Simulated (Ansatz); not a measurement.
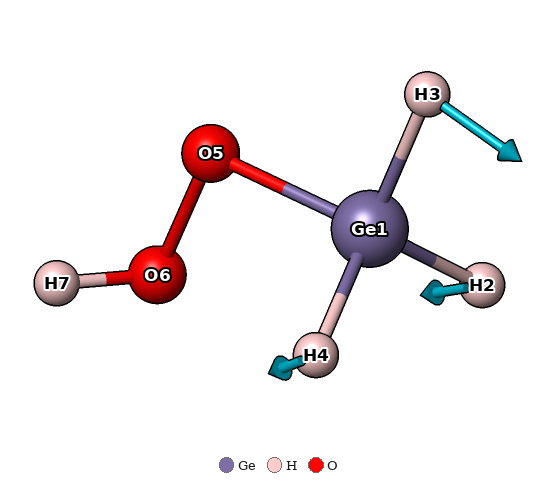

The arrows show one normal mode. Harmonic vibrations computed with RKS PBE0-D4/def2-TZVP (Ansatz 0.2.0) at a stationary point of the same level.

What kind of motion is it?

Answer. Mostly H–Ge–O bending.

At what wavenumber does it lie?

Answer. 585 cm⁻¹; it is mode 4 of 15 counted from the lowest.
